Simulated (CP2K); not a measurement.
Hexafluoroacetone has these distinct C atoms: C2 (bonded to 2 C and O) and C3 (bonded to C and 3 F).

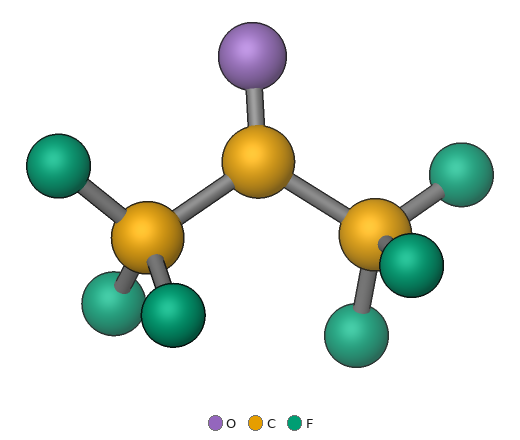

The molecule (oxygen purple, carbon orange, fluorine teal).

```xyz
10

O     0.1699   -0.3884    1.8844
C     0.0565   -0.1473    0.7078
C     1.2928    0.1487   -0.2079
F     2.3809    0.3963    0.5559
F     1.5142   -0.9250   -1.0194
F     1.0658    1.2115   -1.0230
C    -1.3169   -0.0962   -0.0397
F    -1.6063    1.2086   -0.3096
F    -2.3132   -0.6548    0.6691
F    -1.2439   -0.7534   -1.2175
```

Their partial C K spectra (CP2K XAS_TDP, all-electron GAPW, PBEh(45%), aug-cc-pVDZ, TDA, GW2X-corrected core level, no relativity) are given in random order, each times the number of alike atoms.

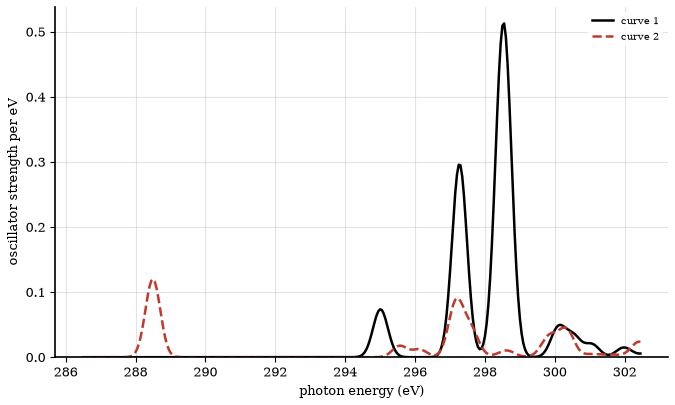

Gaussian full width 0.5 eV, oscillator strength per eV, alike atoms added, rows of zeros left out.

Q: Which curve belongs to which atom?

Curve 1: C3 (bonded to C and 3 F), leading line at 297.27 eV (f = 0.079 an atom), ionisation energy 301.30 eV, term value 4.03 eV. Curve 2: C2 (bonded to 2 C and O), leading line at 288.50 eV (f = 0.064 an atom), ionisation energy 297.88 eV, term value 9.38 eV. The leading line of an atom is its first one with 35 % of the strongest within 2.5 eV of its lowest line over the strength cut. A line lies at the core ionisation energy, which rises as an atom loses charge to its neighbours or to a π system, less the term value, which is large for a low π* or σ* orbital with weight on that atom.

[Banner, clock and machine lines of the logs are left out without a mark of their own.]

[Logs are printed without paths, hosts, clocks, repeated set-up lines and the standing remarks that a program may print on its own settings, such as how far it seeks lower states.]

[Hosts, paths, dates, database ids (printed as entryN), source tags and the programs' standing remarks are cut or masked in the printed files.]
